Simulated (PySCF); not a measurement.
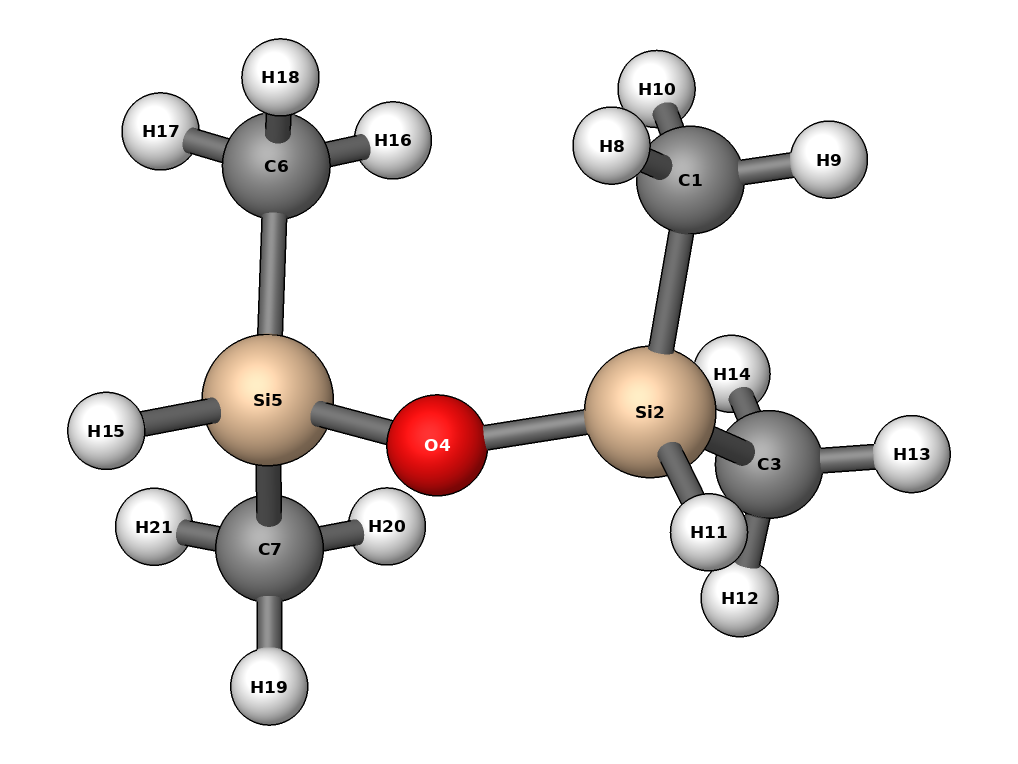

The geometry was computed by an optimisation with PBE0-D3(BJ)/def2-SVP. No frequency run is at hand to confirm it as a minimum. Properties computed with GIAO PBE/pcSseg-1 NMR shielding, non-relativistic, gas phase (PySCF 2.14.0). Principal shieldings σ11 ≤ σ22 ≤ σ33, span Ω = σ33 − σ11, skew κ = 3(σiso − σ22)/Ω.

Give the shielding tensors of the O atoms.

| atom | σ11 | σ22 | σ33 | σiso | Ω | κ |
| --- | --- | --- | --- | --- | --- | --- |
| O4 | 211.2 | 281.2 | 287.1 | 259.8 | 75.9 | −0.85 |

Shieldings and span in ppm.
